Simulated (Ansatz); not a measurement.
# BCCD(T)/STO-3G run of SiH3Cl (chlorosilane)

Aim: the vertical singlet–triplet gap of SiH3Cl (chlorosilane) at BCCD(T)/STO-3G, from 2 runs. 

The calculation is run with Ansatz 0.2.0.

53 further runs of the same task are left out: 4 that didn't finish, 49 set aside as unsound or not needed.

## (1) The molecule

The species is SiH3Cl (5 atoms), meant as a singlet with charge 0. SMILES: `[SiH3]Cl`. The shape is that of a PBE0-D4/def2-TZVP optimisation.

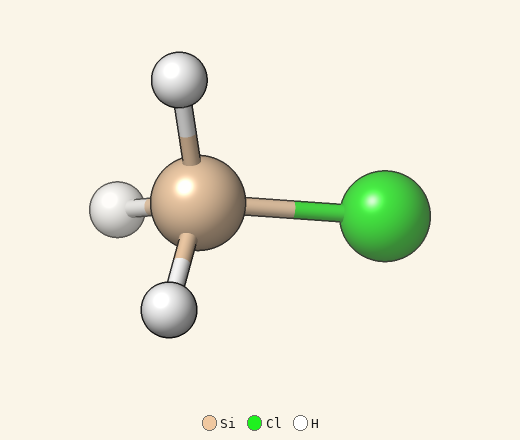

The structure, seen from a chosen angle (silicon light orange, chlorine green, hydrogen white).

## (2) A single-point energy at BCCD(T)/STO-3G

job.yaml

```yaml
basis:
  gaussian: {orbitals: STO-3G}
crystal:
  periodic: [false, false, false]
  atoms:
    - {symbol: Si, position_ang: [-0.112000, 0.018600, -0.030900]}
    - {symbol: Cl, position_ang: [1.838300, -0.513500, 0.329900]}
    - {symbol: H, position_ang: [-0.950900, -0.488300, 1.079100]}
    - {symbol: H, position_ang: [-0.534700, -0.585700, -1.314900]}
    - {symbol: H, position_ang: [-0.190800, 1.495400, -0.104700]}
correlation: {method: bccd_t, frozen_orbitals: {Cl: 5, H: 0, Si: 5}}
accuracy: high
scf: {omitted_lower_state_checks: [cluster_reference, increment]}
```

Run with:

```bash
$ ansatz run job.yaml --threads 1 --pin off --max-ram 2610MiB --events-out events.jsonl --progress --plain --runs-dir runs
```

What it wrote, cut to the lines that bear on the results:

```text
Warning: RAYON_NUM_THREADS=1 ignored (pool sized by the plan → 1); use --threads N
Functional definition: HF
  name "HF"
[...]
364 factors; integrals over basis functions are off by at most 1.3e-8 eV
[...]
mean field -20190.09160878 eV, -741.9721812869 hartree, gradient 4.6e-8 eV, S^2 0.000000; 0 other end points of the search recorded, 0 dependent functions left out
10 core orbitals not correlated: weight in the atoms' cores, before any rotation towards them, 1.000 or more for the frozen orbitals, at most 0.000 for the correlated occupied ones
reference -20190.09160878 eV, -741.9721812869 hartree; 7, 7 occupied and 4, 4 virtual orbitals, 364 factors
second order -1.23039182 eV of doubles, -0.00000000 eV of singles
cycle   1  -1.59344322 eV  change   -3.6e-1 eV  update   5.1e-2
[...]
cycle  16  -1.79127891 eV  change   7.1e-10 eV  update   1.3e-9
perturbative correction -0.01721738 eV, -0.0006327270 hartree
Total energy: -20191.90010507 eV, -742.0386422997 hartree
Checks for a lower state left out: cluster_reference, increment
```

Wall time 0.2 s (1 thread of Arm Neoverse V1, shared host).

## (3) The triplet at the same level

run.yaml

```yaml
crystal:
  periodic: [false, false, false]
  atoms:
    - {symbol: Si, position_ang: [-0.112000, 0.018600, -0.030900]}
    - {symbol: Cl, position_ang: [1.838300, -0.513500, 0.329900]}
    - {symbol: H, position_ang: [-0.950900, -0.488300, 1.079100]}
    - {symbol: H, position_ang: [-0.534700, -0.585700, -1.314900]}
    - {symbol: H, position_ang: [-0.190800, 1.495400, -0.104700]}
basis:
  gaussian:
    orbitals: STO-3G
magnetization:
  spin_polarized: true
  initial_magnetization: 2
correlation:
  method: bccd_t
  frozen_orbitals: {Cl: 5, H: 0, Si: 5}
accuracy: high
scf:
  omitted_lower_state_checks: [cluster_reference, increment]
```

Run with:

```bash
$ ansatz run run.yaml --threads 1 --pin off --max-ram 2610MiB --events-out events.jsonl --progress --plain --runs-dir runs
```

What it wrote:

```text
Warning: RAYON_NUM_THREADS=1 ignored (pool sized by the plan → 1); use --threads N
[... 16 lines left out ...]
10 core orbitals not correlated: weight in the atoms' cores, before any rotation towards them, 1.000 or more for the frozen orbitals, at most 0.000 for the correlated occupied ones
[... 43 lines left out ...]
Total energy: -20182.13376104 eV, -741.6797357765 hartree
Checks for a lower state left out: cluster_reference, increment
```

It took 1.5 s on 1 thread of Arm Neoverse V1, shared host.

## (4) Outcome

At BCCD(T)/STO-3G, 10 core orbitals frozen:

| quantity | value |
| --- | --- |
| singlet: total energy | -742.03864 Eh |
| singlet: correlation energy (10 core orbitals frozen) | -66.5 mEh |
| singlet: (T) correction | -0.63 mEh |
| triplet: total energy | -741.67974 Eh |
| triplet: correlation energy (10 core orbitals frozen) | -59.2 mEh |
| triplet: (T) correction | -0.53 mEh |
| triplet: ⟨S²⟩ of the reference determinant | 2.002 |
| vertical energy of the triplet above the singlet | 9.766 eV |

**Reading.** At this shape the triplet lies 9.77 eV (225 kcal/mol) above the singlet. In a minimal basis such a difference can be off by several eV, whatever the method. The triples (singlet) make up 1.0 % of the correlation energy. The triples (triplet) make up 0.9 % of the correlation energy.
